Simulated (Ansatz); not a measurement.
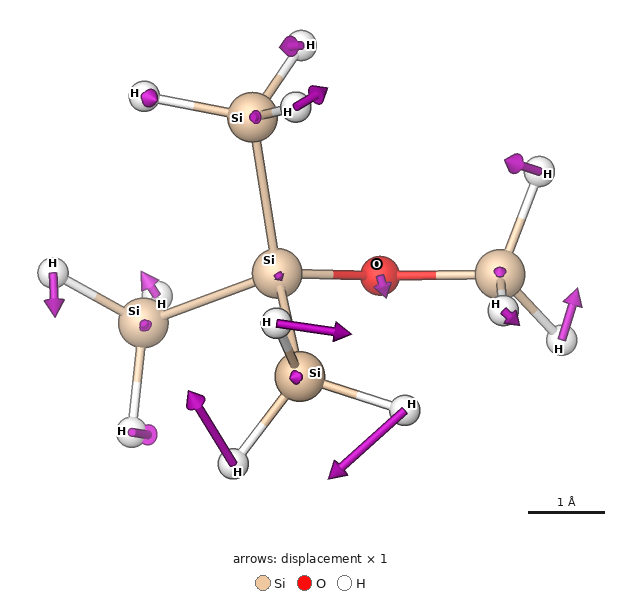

This is a relaxation of Si$_{5}$H$_{12}$O. The starting structure is drawn; purple arrows show the displacements, at their true length. The two geometries are superimposed by the best rigid fit.

The picture is a ball-and-stick view, seen face on.

The run prepares the start of a later molecular dynamics calculation, from a guessed geometry.

These are results of RKS revPBE-D4/STO-3G (Ansatz), not measurements.

Input
```yaml
crystal:
  periodic: [false, false, false]
  atoms:
    - { symbol: Si, position_ang: [0.0, 0.0, 0.0] }
    - { symbol: O, position_ang: [0.0, 0.0, 1.68] }
    - { symbol: Si, position_ang: [-1.3147, -0.4067, 2.6436] }
    - { symbol: H, position_ang: [-2.239, -1.2403, 1.8804] }
    - { symbol: H, position_ang: [-0.8506, -1.1432, 3.8157] }
    - { symbol: H, position_ang: [-1.9987, 0.8095, 3.0733] }
    - { symbol: Si, position_ang: [2.0935, 0.0, -0.7393] }
    - { symbol: H, position_ang: [2.5508, -1.3762, -0.9079] }
    - { symbol: H, position_ang: [2.1573, 0.6939, -2.0222] }
    - { symbol: H, position_ang: [2.951, 0.6823, 0.2255] }
    - { symbol: Si, position_ang: [-1.0456, 1.8115, -0.7393] }
    - { symbol: H, position_ang: [-2.4302, 1.478, -1.0607] }
    - { symbol: H, position_ang: [-1.0215, 2.8436, 0.2931] }
    - { symbol: H, position_ang: [-0.3743, 2.3069, -1.9374] }
    - { symbol: Si, position_ang: [-1.0456, -1.8115, -0.7393] }
    - { symbol: H, position_ang: [-1.7029, -2.4846, 0.3772] }
    - { symbol: H, position_ang: [-2.0454, -1.4265, -1.7311] }
    - { symbol: H, position_ang: [-0.0777, -2.7173, -1.3511] }
basis:
  gaussian: { orbitals: STO-3G }
hamiltonian:
  xc: revpbe
  dispersion: d4
relax:
  f_tol: 0.02
  max_steps: 40
```

Launched with:
```bash
ansatz run input.yaml --threads 2 --pin off --max-ram 3072MiB --backend cpu --events-out ev --progress --plain --runs-dir out
```

Which element moves most?

Hydrogen: up to 1.42 Å, against 0.33 Å for oxygen.

What happened in the run?

H18 moves most after the best rigid fit: 1.42 Å. Largest moves by element: H 1.42 Å, O 0.33 Å, Si 0.20 Å. Among the contacts that change: Si1–O2 1.680 → 1.748 Å, Si1–Si11 2.218 → 2.281 Å, Si1–Si7 2.220 → 2.269 Å, O2–Si3 1.680 → 1.727 Å. Among the angles between lasting bonds that change: Si1–O2–Si3 125.0° → 113.4°, O2–Si1–Si7 109.5° → 103.9°, O2–Si1–Si11 109.5° → 112.8°. Groups turn about Si1–Si15 by about 50°, O2–Si3 by about 35°, Si1–Si7 by about 30°. Over 27 geometry steps the energy falls by 48.5 kJ/mol. Largest force component: 1.4 eV/Å at the start, 0.018 eV/Å at the end. The forces were under the threshold at step 22, but the run went on from there. Cost: 80 s on 2 threads of Arm Neoverse V1, on a shared host, peak memory 0.14 GiB.

Limits of the set-up: STO-3G is a minimal basis, so the numbers are rough.
